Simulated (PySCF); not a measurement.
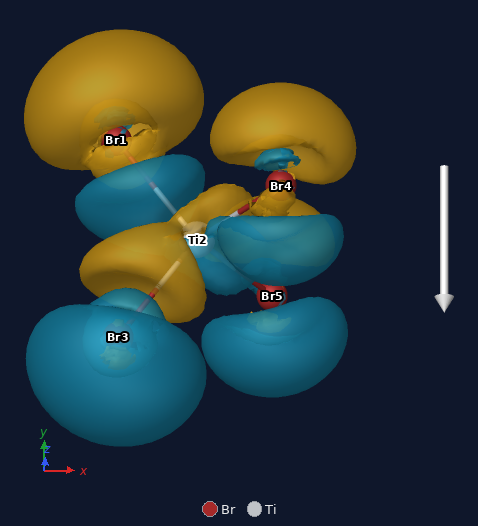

Br$_{4}$Ti, SMILES `Br[Ti](Br)(Br)Br`. Change of the electron density in a uniform field of 0.26 V/Å along −y (arrow), surfaces at ±0.0015 e/Å³ (yellow: gain, teal: loss).

Level of theory: ωB97X/def2-SVPD (PySCF), at a geometry from GFN2-xTB. This is a single-reference result, which may miss multireference character in this system. No frequency check shows the geometry to be a minimum. GFN2-xTB bond lengths at metals and heavier atoms can be off by up to 0.1 Å and shapes distorted, which carries into these values.

Geometry (Å), atoms numbered from 1:

```
Br1     -1.3526    1.8713   -0.3958
Ti2     -0.0002    0.0000   -0.0000
Br3     -1.3526   -1.8714    0.3958
Br4      1.3527    0.3958    1.8713
Br5      1.3526   -0.3959   -1.8713
```

### How large is the response?

The induced dipole is 1.65 D (along the field); α along this axis, from the fields in both directions, is 130 bohr³ (19.3 Å³).

### Which atoms gain and lose the most charge?

Electrons gather most on Br1 (Hirshfeld charge changes by −0.041 e) and leave Br3 most (+0.042 e); 0.112 electrons are displaced in all.
